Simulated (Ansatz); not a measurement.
**SiH$_{5}$BrO: geometry relaxation (part 1 of 2)**

- system: SiH$_{5}$BrO
- method: RKS r2SCANh-D4/def2-SVP (Ansatz 0.2.0)

The input holds or restrains some coordinates. Forces given for the steps count only the free coordinates. It belongs to a series of runs on one base structure; here: pulled along the bonds that form and break, towards end B. Figures and captions count atoms from 1; the log counts them from 0 in places.

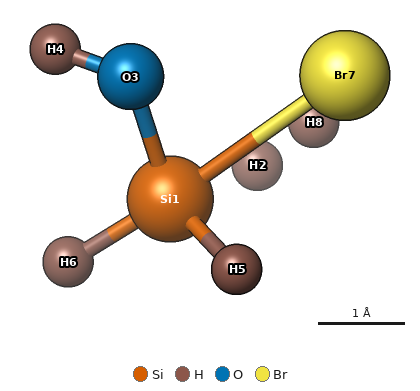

**Figure 1.** The structure as given in the input (ball-and-stick view, seen at a tilt; atoms are numbered from 1 in the order of the input).

### Input
```yaml
crystal:
  periodic: [false, false, false]
  atoms:
    - { symbol: Si, position_ang: [0.0, 0.0, 0.0] }
    - { symbol: H, position_ang: [0.0, 0.0, 1.81] }
    - { symbol: O, position_ang: [1.5842, 0.0, -0.5594] }
    - { symbol: H, position_ang: [1.9006, -0.9521, -0.6761] }
    - { symbol: H, position_ang: [-0.6877, 1.1914, -0.4862] }
    - { symbol: H, position_ang: [-0.6877, -1.1914, -0.4862] }
    - { symbol: Br, position_ang: [1.3688, 2.0643, 0.823] }
    - { symbol: H, position_ang: [0.5179, 0.781, 1.9196] }
basis:
  gaussian: { orbitals: def2-SVP }
hamiltonian:
  xc: r2scanh
  dispersion: d4
relax:
  f_tol: 0.15
  max_steps: 25
  restrain:
    - { distance: [0, 6], at: 2.31, k: 30.0 }
    - { distance: [7, 1], at: 0.66, k: 30.0 }
    - { distance: [0, 1], at: 2.66, k: 30.0 }
    - { distance: [7, 6], at: 2.75, k: 30.0 }
output:
  orbitals: {}
```

Launched with:
```bash
ansatz run input.yaml --threads 2 --pin off --max-ram 3072MiB --backend cpu --events-out ev --progress --plain --runs-dir out
```

### Log
```
The last accepted step is kept in [file] (removed where the run ends without a failure and the disk answers)
Engine: ansatz 0.2.0, aarch64-unknown-linux-gnu
Functional definition: r2SCANh
  parameter a = 0.1
  parameter k0 = 0.174
  parameter k1 = 0.065
  parameter a1 = 4.9479
  exchange = (1 - a)*r2scan_x(k0 = k0, k1 = k1, a1 = a1) + a*exact_x
  correlation = r2scan_c
917 factors; integrals over basis functions are off by at most 4.1e-4 eV
mean field evaluation 1: about -80031.4543 eV, gradient 4.7e1 eV
mean field evaluation 2: about -80000.7636 eV, gradient 1.2e2 eV
mean field evaluation 4: about -80035.5562 eV, gradient 3.9e0 eV
mean field evaluation 8: about -80035.5917 eV, gradient 4.1e-1 eV
mean field evaluation 16: about -80035.5922 eV, gradient 7.3e-5 eV
mean field -80035.59216117 eV, -2941.2537618503 hartree, gradient 7.3e-5 eV, S^2 0.000000; 0 other end points of the search recorded, 0 dependent functions left out
the calculation of the forces begins
reference -80035.59216893 eV, -2941.2537621353 hartree; 31, 31 occupied and 58, 58 virtual orbitals, 917 factors
relax step   1: F+E_penalty+E_count = -80035.63142009 eV  Δ(F+E_penalty+E_count) = +0.000e0 eV  max|allowed force component| = 4.168e0 eV/Å  E_restraint = 24.47837931 eV  max|allowed force component, restraints' pulls added| = 2.563e1 eV/Å  Δτ_max = 0.0000 Å  (26 SCF iters, accepted)
  distance Si 0 - Br 6 = 2.6100 Å
  distance H 7 - H 1 = 0.9435 Å
  distance Si 0 - H 1 = 1.8100 Å
  distance H 7 - Br 6 = 1.8903 Å
these checks for a lower state are left out or cut short: starts, cluster_reference, orbital_swaps, neighbouring_geometries, increment
917 factors; integrals over basis functions are off by at most 4.1e-4 eV
mean field -80035.49395968 eV, -2941.2501530118 hartree, gradient 2.5e-5 eV, S^2 0.000000; 0 other end points of the search recorded, 0 dependent functions left out
[... from here on the field's lines of each further geometry are left out, up to the last ...]
relax step   2: F+E_penalty+E_count = -80035.53275007 eV  Δ(F+E_penalty+E_count) = +9.867e-2 eV  max|allowed force component| = 3.143e0 eV/Å  E_restraint = 9.86692097 eV  max|allowed force component, restraints' pulls added| = 1.597e1 eV/Å  Δτ_max = 0.1948 Å  (34 SCF iters, accepted)
relax step   3: F+E_penalty+E_count = -80035.86479664 eV  Δ(F+E_penalty+E_count) = -3.320e-1 eV  max|allowed force component| = 3.442e0 eV/Å  E_restraint = 1.88618644 eV  max|allowed force component, restraints' pulls added| = 6.661e0 eV/Å  Δτ_max = 0.1947 Å  (33 SCF iters, accepted)
relax step   4: F+E_penalty+E_count = -80036.98241691 eV  Δ(F+E_penalty+E_count) = -1.118e0 eV  max|allowed force component| = 2.981e0 eV/Å  E_restraint = 0.02715894 eV  max|allowed force component, restraints' pulls added| = 2.383e0 eV/Å  Δτ_max = 0.1902 Å  (28 SCF iters, accepted)
relax step   5: F+E_penalty+E_count = -80037.52768732 eV  Δ(F+E_penalty+E_count) = -5.453e-1 eV  max|allowed force component| = 1.992e0 eV/Å  E_restraint = 0.04114453 eV  max|allowed force component, restraints' pulls added| = 9.605e-1 eV/Å  Δτ_max = 0.1947 Å  (27 SCF iters, accepted)
relax step   6: F+E_penalty+E_count = -80037.99249210 eV  Δ(F+E_penalty+E_count) = -4.648e-1 eV  max|allowed force component| = 7.810e-1 eV/Å  E_restraint = 0.08902733 eV  max|allowed force component, restraints' pulls added| = 1.300e0 eV/Å  Δτ_max = 0.1950 Å  (27 SCF iters, accepted)
relax step   7: F+E_penalty+E_count = -80038.35834528 eV  Δ(F+E_penalty+E_count) = -3.659e-1 eV  max|allowed force component| = 6.510e-1 eV/Å  E_restraint = 0.09419897 eV  max|allowed force component, restraints' pulls added| = 1.403e0 eV/Å  Δτ_max = 0.1953 Å  (26 SCF iters, accepted)
relax step   8: F+E_penalty+E_count = -80038.64096358 eV  Δ(F+E_penalty+E_count) = -2.826e-1 eV  max|allowed force component| = 8.969e-1 eV/Å  E_restraint = 0.07937745 eV  max|allowed force component, restraints' pulls added| = 8.087e-1 eV/Å  Δτ_max = 0.2000 Å  (26 SCF iters, accepted)
relax step   9: F+E_penalty+E_count = -80038.79520149 eV  Δ(F+E_penalty+E_count) = -1.542e-1 eV  max|allowed force component| = 8.747e-1 eV/Å  E_restraint = 0.10751848 eV  max|allowed force component, restraints' pulls added| = 1.154e0 eV/Å  Δτ_max = 0.1973 Å  (26 SCF iters, accepted)
relax step  10: F+E_penalty+E_count = -80038.82931124 eV  Δ(F+E_penalty+E_count) = -3.411e-2 eV  max|allowed force component| = 1.247e0 eV/Å  E_restraint = 0.06341609 eV  max|allowed force component, restraints' pulls added| = 1.314e-1 eV/Å  Δτ_max = 0.1999 Å  (26 SCF iters, accepted)
relax step  11: F+E_penalty+E_count = -80038.86372518 eV  Δ(F+E_penalty+E_count) = -3.441e-2 eV  max|allowed force component| = 1.348e0 eV/Å  E_restraint = 0.07450025 eV  max|allowed force component, restraints' pulls added| = 9.609e-1 eV/Å  Δτ_max = 0.1961 Å  (26 SCF iters, accepted)
relax step  12: F+E_penalty+E_count = -80038.91894653 eV  Δ(F+E_penalty+E_count) = -5.522e-2 eV  max|allowed force component| = 1.468e0 eV/Å  E_restraint = 0.06751972 eV  max|allowed force component, restraints' pulls added| = 4.576e-1 eV/Å  Δτ_max = 0.2000 Å  (26 SCF iters, accepted)
relax step  13: F+E_penalty+E_count = -80038.96727044 eV  Δ(F+E_penalty+E_count) = -4.832e-2 eV  max|allowed force component| = 1.523e0 eV/Å  E_restraint = 0.05875172 eV  max|allowed force component, restraints' pulls added| = 1.875e-1 eV/Å  Δτ_max = 0.1998 Å  (25 SCF iters, accepted)
relax step  14: F+E_penalty+E_count = -80039.01279694 eV  Δ(F+E_penalty+E_count) = -4.553e-2 eV  max|allowed force component| = 1.103e0 eV/Å  E_restraint = 0.09718965 eV  max|allowed force component, restraints' pulls added| = 9.939e-1 eV/Å  Δτ_max = 0.1956 Å  (27 SCF iters, accepted)
relax step  15: F+E_penalty+E_count = -80038.98915536 eV  Δ(F+E_penalty+E_count) = +2.364e-2 eV  max|allowed force component| = 1.628e0 eV/Å  E_restraint = 0.05680502 eV  max|allowed force component, restraints' pulls added| = 2.261e-1 eV/Å  Δτ_max = 0.1489 Å  (23 SCF iters, accepted)
relax step  16: F+E_penalty+E_count = -80038.98593216 eV  Δ(F+E_penalty+E_count) = +3.223e-3 eV  max|allowed force component| = 1.573e0 eV/Å  E_restraint = 0.05574048 eV  max|allowed force component, restraints' pulls added| = 4.025e-1 eV/Å  Δτ_max = 0.1169 Å  (24 SCF iters, rejected (line search))
the calculation of the forces begins
reference -80038.95921973 eV, -2941.3774989700 hartree; 31, 31 occupied and 58, 58 virtual orbitals, 917 factors
relax step  17: F+E_penalty+E_count = -80038.99718187 eV  Δ(F+E_penalty+E_count) = -8.027e-3 eV  max|allowed force component| = 1.595e0 eV/Å  E_restraint = 0.05726070 eV  max|allowed force component, restraints' pulls added| = 8.593e-2 eV/Å  Δτ_max = 0.0584 Å  (24 SCF iters, accepted)
  distance Si 0 - Br 6 = 2.2882 Å
  distance H 7 - H 1 = 0.7166 Å
  distance Si 0 - H 1 = 2.6701 Å
  distance H 7 - Br 6 = 2.7556 Å
917 factors; integrals over basis functions are off by at most 5.0e-4 eV
mean field evaluation 128: about -80025.7599 eV, gradient 8.3e1 eV
```

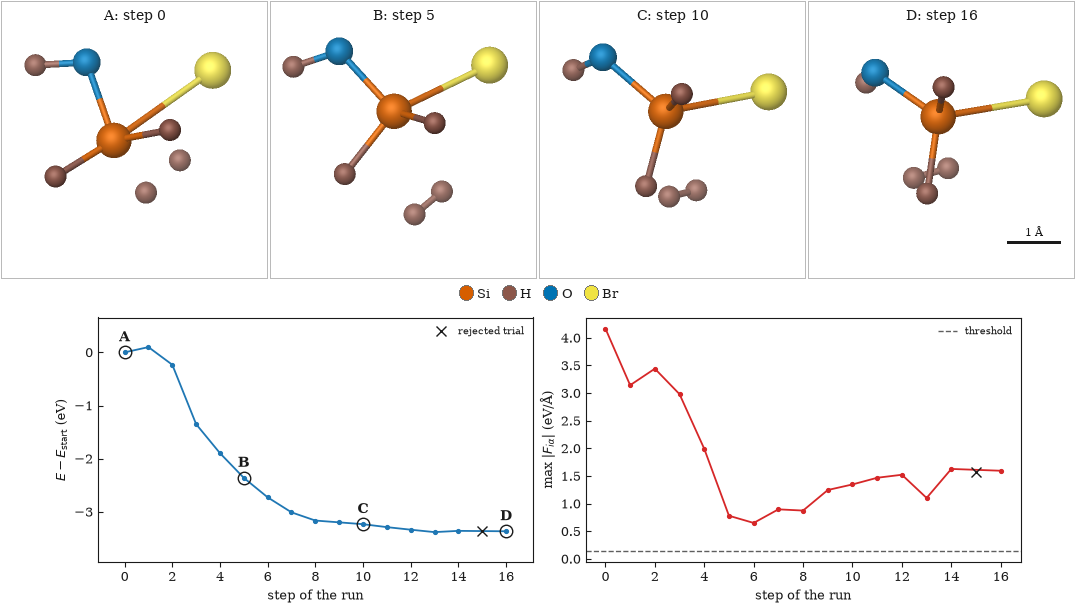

**Figure 2.** Frames of the restrained relaxation (ball-and-stick view, seen at a tilt) above the curves, on which the letters mark them (the first geometry is step 0 here and step 1 in the log).

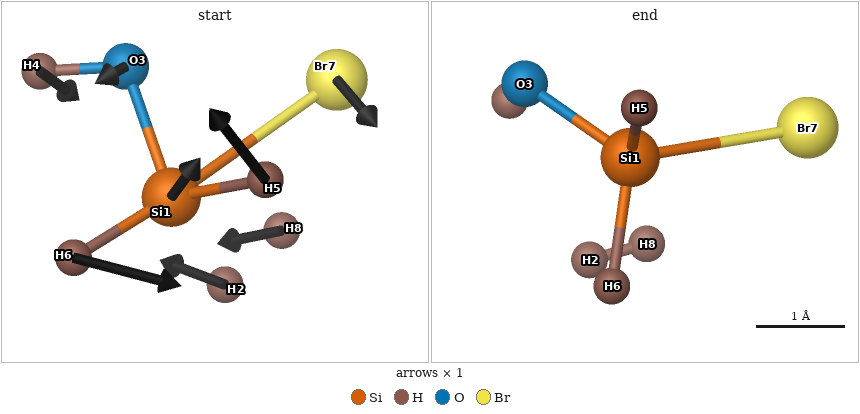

**Figure 3.** Before (left) and after (right) the restrained relaxation, at one scale (ball-and-stick view, seen at a tilt). The black arrows give the displacements, at true length. H6 moves most after the best rigid fit: 1.30 Å. By element the largest moves are H 1.30 Å, Br 0.91 Å, Si 0.67 Å, O 0.45 Å. Distances before and after: Si1–Br7 2.610 → 2.288 Å, H2–H8 0.944 → 0.717 Å, O3–H4 1.010 → 0.962 Å, Si1–O3 1.680 → 1.644 Å. New bonds form: H2–H8 (0.94 → 0.72 Å). Among the angles that change: H6–Si1–Br7 176.5° → 106.2°, O3–Si1–Br7 67.1° → 111.8°, H5–Si1–Br7 72.9° → 106.9°. After 16 geometry steps the energy has fallen by 3.366 eV. The largest force component goes from 4.2 to 1.6 eV/Å. The line search rejected the trial step at point 15 (counted from 0) and went back. (Atoms are counted from 1 in the order of the input.)

```
mean field -80038.95921201 eV, -2941.3774986863 hartree, gradient 3.1e-5 eV, S^2 0.000000; 1 other end points of the search recorded, 0 dependent functions left out
the calculation of the forces begins
reference -80038.95921973 eV, -2941.3774989700 hartree; 31, 31 occupied and 58, 58 virtual orbitals, 917 factors
Total energy: -80038.99718959 eV, -2941.3788943368 hartree
Atom 0 at     0.075678     0.566677    -0.421486 Å, force     0.051298     0.738408     0.039861 eV/Å
Atom 1 at     0.642235    -0.682225     1.869511 Å, force    -0.450272    -1.595450    -0.437564 eV/Å
Atom 2 at     1.323979    -0.462888    -0.714684 Å, force     0.066930    -0.055844     0.058762 eV/Å
Atom 3 at     1.757548    -0.864876     0.043660 Å, force     0.034785    -0.013139    -0.021771 eV/Å
Atom 4 at    -0.319207     1.101479    -1.741106 Å, force    -0.016162     0.008672     0.011376 eV/Å
Atom 5 at    -1.065222    -0.053004     0.291309 Å, force    -0.007975    -0.014004     0.027313 eV/Å
Atom 6 at     0.728785     2.352942     0.850722 Å, force    -0.186646    -0.368529    -0.444055 eV/Å
Atom 7 at     0.852305    -0.064905     2.166774 Å, force     0.508042     1.299884     0.766078 eV/Å
Dipole moment:    -0.036794    -0.361898     0.116116 e Å
```

### Trajectory as extended XYZ (Å, eV, eV/Å), 17 frames, from step=1 to step=17
```
8
Properties=species:S:1:pos:R:3:forces:R:3 step=1 energy=-80035.63142
Si    0.0000    0.0000    0.0000    1.3906   1.5666   0.0212
H     0.0000    0.0000    1.8100   -0.6016  -0.8124  -0.8613
O     1.5842    0.0000   -0.5594   -0.1678  -4.1675  -0.5299
H     1.9006   -0.9521   -0.6761   -0.3911   1.5048  -0.1803
H    -0.6877    1.1914   -0.4862   -0.9051  -0.2310   0.1321
H    -0.6877   -1.1914   -0.4862   -0.1777  -0.9364   0.3269
Br    1.3688    2.0643    0.8230    0.2407   2.1470   2.4696
H     0.5179    0.7810    1.9196    0.6120   0.9289  -1.3781
8
Properties=species:S:1:pos:R:3:forces:R:3 step=2 energy=-80035.53275
Si    0.0421    0.0784   -0.1302    1.9697   1.4877   0.1699
H     0.0006    0.0023    1.9983   -1.0404  -1.5265   0.0066
O     1.6157   -0.0252   -0.5828    0.0229  -3.1434  -0.8441
H     1.9001   -0.9569   -0.6803    0.0970   0.2212  -0.4199
H    -0.7056    1.2087   -0.4969   -1.5810   0.6382  -0.5795
H    -0.6829   -1.1920   -0.4805    0.2362  -0.1418   0.9041
Br    1.4010    2.1369    0.6989   -0.2750   1.5850   1.2863
H     0.4250    0.6409    2.0181    0.5706   0.8798  -0.5234
8
Properties=species:S:1:pos:R:3:forces:R:3 step=3 energy=-80035.86480
Si    0.1254    0.2037   -0.2538    0.5246   0.2143   0.8248
H    -0.0281   -0.0449    2.1778   -2.2910  -3.4423   0.4076
O     1.6564   -0.0641   -0.6202    1.2165  -1.9268  -1.3075
H     1.9037   -0.9811   -0.6915    0.3217  -0.9557  -0.4842
H    -0.7440    1.2407   -0.5253   -1.9870   1.1018  -1.1065
H    -0.6626   -1.1670   -0.4438    0.8288   0.9909   0.9086
Br    1.3960    2.1850    0.5552   -0.5882   1.0393   0.9534
H     0.3492    0.5210    2.1464    1.9746   2.9785  -0.1961
```
